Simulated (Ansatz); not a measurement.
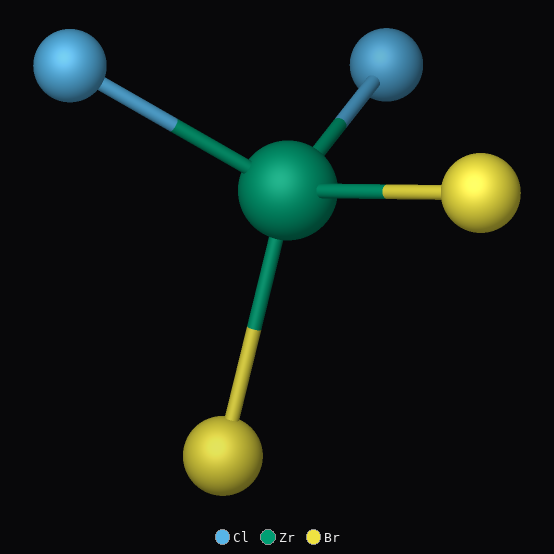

A metal compound. The species is neutral and a spin singlet. Computed geometry: PBE-D4/def2-SVP optimisation. No frequency run is at hand to confirm it as a minimum.

### Describe the coordination sphere.

Zr binds 4 atoms: 2 Cl at 2.33 Å, 2 Br at 2.48 Å. The arrangement is tetrahedral.

### Give the formal oxidation state and the d-electron count.

Zr(IV), d⁰, counting the ligands as closed-shell ions or neutral donors.
